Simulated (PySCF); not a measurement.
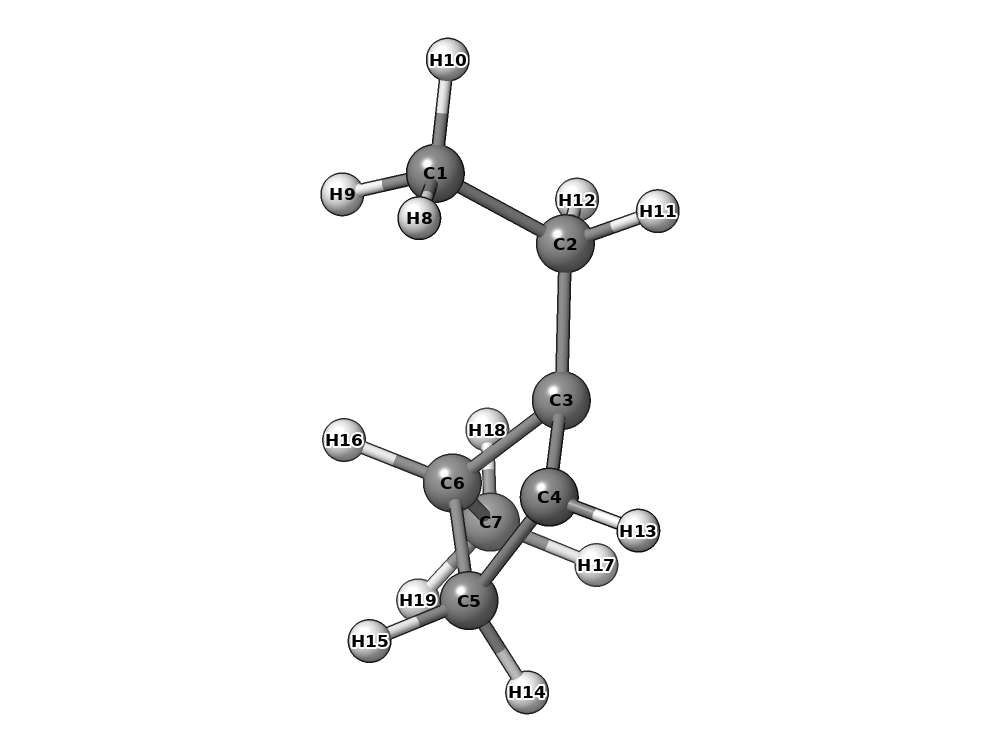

The species has charge −1 and is a spin doublet. Computed geometry: GFN2-xTB optimisation. No frequency run is at hand to confirm it as a minimum. Level of theory: UKS B3LYP, pcH-1 on C H, non-relativistic (PySCF 2.14.0).

Give the isotropic hyperfine couplings (Fermi-contact term alone) of C1, C2, C3, C4, C5, C6, C7, H8, H9, H10, H11, H12, H13, H14, H15, H16, H17, H18, H19.

| atom | isotope | a_iso (MHz) |
| --- | --- | --- |
| C1 | 13C | 20.4 |
| C2 | 13C | 41.0 |
| C3 | 13C | 72.3 |
| C4 | 13C | 85.6 |
| C5 | 13C | −4.3 |
| C6 | 13C | −4.3 |
| C7 | 13C | 73.7 |
| H8 | 1H | −3.6 |
| H9 | 1H | −2.4 |
| H10 | 1H | −0.1 |
| H11 | 1H | 8.8 |
| H12 | 1H | 11.1 |
| H13 | 1H | 48.4 |
| H14 | 1H | 17.1 |
| H15 | 1H | 30.5 |
| H16 | 1H | 13.8 |
| H17 | 1H | 0.3 |
| H18 | 1H | −0.9 |
| H19 | 1H | 2.2 |
